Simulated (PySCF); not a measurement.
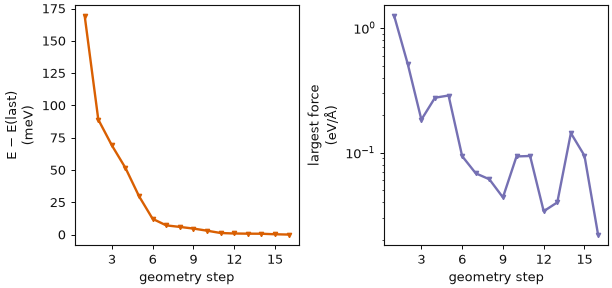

History of a geometry optimisation. C2H4O3S (SMILES C=CS(=O)(=O)O); PBE0-D3(BJ)/def2-SVP, geometry optimisation (PySCF).

The optimisation met its thresholds at geometry 16, counting the start as the first. The energy fell by about 170 meV from the first step to the last. The largest force goes from about 1.2 eV/Å at the start to 0.022 eV/Å at the end.
